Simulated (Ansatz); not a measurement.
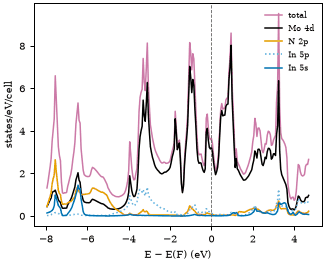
Figure. Total and projected density of states of InMo$_{3}$N (anti-perovskite, Pm-3m), the program Ansatz at the PBE level (PAW)

Problem. Which orbitals carry the states next to the Fermi level?

Solution. Within 0.5 eV of the Fermi level: Mo 4d 89 %. Projections are on Löwdin-orthogonalised atomic valence shells; empty p or d shells of many metals are not among them.

Problem. Where is the tallest occupied peak in this window, and what makes it?

Solution. Near -1.1 eV, about 8.2 states/eV per cell; the largest projected share is Mo 4d.

The start of the workflow was typed in or built on a structure type; neither database checked (COD, Materials Project) lists it. Whether it is the stable phase at ambient conditions was not checked. The cell was relaxed with PBE under the symmetry of its start; its stability against distortions is not shown here. The workflow began spin-polarised and lost its moments. Scalar-relativistic: spin–orbit coupling is off unless named, which matters more the heavier the elements.

Potentials: the earlier of the program's two PAW sets.
